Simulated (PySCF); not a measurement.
**CH5GaOS (SMILES [OH][GaH][CH2]S): SVWN5/6-311G(d,p)**

What is the vertical ionisation energy of CH5GaOS at SVWN5/6-311G**? 

The results are computed with PySCF 2.14.0.

1 further run of the same task is left out (set aside as unsound or not needed).

## 1. The structure to begin with

The species is CH5GaOS (9 atoms), meant as a singlet with charge 0. As SMILES, `[OH][GaH][CH2]S`. The shape comes from GFN2-xTB, which is rough for such elements, and wasn't checked as a minimum. This is one conformer, not always the lowest.

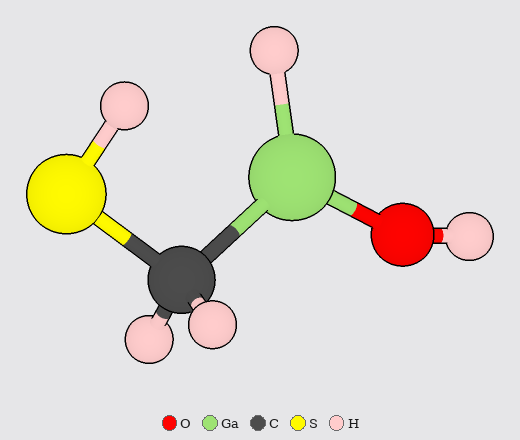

Viewed from a chosen angle; oxygen red, gallium green, carbon dark grey, sulfur yellow, hydrogen pink.

## 2. A single-point energy at SVWN5/6-311G(d,p)

Input file input.py:

```python
from pyscf import gto, dft

mol = gto.Mole()
mol.atom = '''
O      0.474510     2.057118    -3.836087
Ga    -0.373032     1.442636    -0.800318
C      0.507713    -2.025295     0.638293
S     -1.018430    -2.201682     3.727768
H      0.624025     3.016154    -5.348719
H     -1.788645     3.432858     0.859315
H      2.530135    -2.389370     0.854459
H     -0.293550    -3.545523    -0.505105
H     -0.662727     0.213086     4.410394
'''
mol.max_memory = 1860
mol.verbose = 3
mol.unit = 'bohr'
mol.basis = '6-311g**'
mol.build()

mf = dft.RKS(mol, xc='svwn')
mf.conv_tol = 1e-10
mf.grids.level = 4
mf.kernel()
if not mf.converged:
    mf = mf.newton().run(mf.mo_coeff, mf.mo_occ)

etot = mf.e_tot
print(f'total energy: {etot:.8f} hartree')
```

On the command line:

```bash
$ OMP_NUM_THREADS=1 python input.py
```

The log of the run:

```text
converged SCF energy = -2434.09329484592
total energy: -2434.09329485 hartree
```

It took 28 s on 1 thread of Arm Neoverse V1, shared host; peak memory 0.6 GiB.

## 3. The doublet cation, same level

Input file run.py:

```python
from pyscf import gto, dft

mol = gto.M(
    atom='''
O        0.251100       1.088580      -2.029970
Ga      -0.197400       0.763410      -0.423510
C        0.268670      -1.071740       0.337770
S       -0.538930      -1.165080       1.972650
H        0.330220       1.596080      -2.830420
H       -0.946510       1.816590       0.454730
H        1.338890      -1.264400       0.452160
H       -0.155340      -1.876210      -0.267290
H       -0.350700       0.112760       2.333880
''',
    verbose=4,
    max_memory=1860,
    charge=1,
    spin=1,
    basis='6-311g**',
)

mf = dft.UKS(mol, xc='svwn')
mf.conv_tol = 1e-10
mf.grids.level = 4
mf.kernel()
if not mf.converged:
    mf = mf.newton().run(mf.mo_coeff, mf.mo_occ)

energy = mf.e_tot
print('Final energy', energy)
```

On the command line:

```bash
$ OMP_NUM_THREADS=1 python run.py
```

The log of the run:

```text
PySCF version 2.14.0

[... 137 lines left out ...]
converged SCF energy = -2433.77445698775  <S^2> = 0.7511266  2S+1 = 2.0011263
Final energy -2433.7744569877523
```

Run time: 53 s. Hardware: 1 thread of Arm Neoverse V1, shared host; peak memory 0.62 GiB.

## 4. Outcome

At SVWN5/6-311G**:

| quantity | value |
| --- | --- |
| singlet CH5GaOS: total energy | -2434.09329 Eh |
| singlet CH5GaOS: dipole moment | 2.56 D |
| singlet CH5GaOS: HOMO energy | -5.51 eV |
| singlet CH5GaOS: LUMO energy | -1.95 eV |
| singlet CH5GaOS: HOMO–LUMO gap | 3.56 eV |
| doublet cation: total energy | -2433.77446 Eh |
| doublet cation: HOMO energy (highest over α and β) | -12.06 eV |
| doublet cation: LUMO energy (lowest over α and β) | -11.66 eV |
| doublet cation: ⟨S²⟩ | 0.751 |
| vertical ionisation energy (to the doublet cation) | 8.676 eV |

In words: The vertical ionisation energy comes to 8.68 eV (200 kcal/mol). −ε(HOMO) before ionisation, 5.51 eV, is 3.16 eV below this ionisation energy.
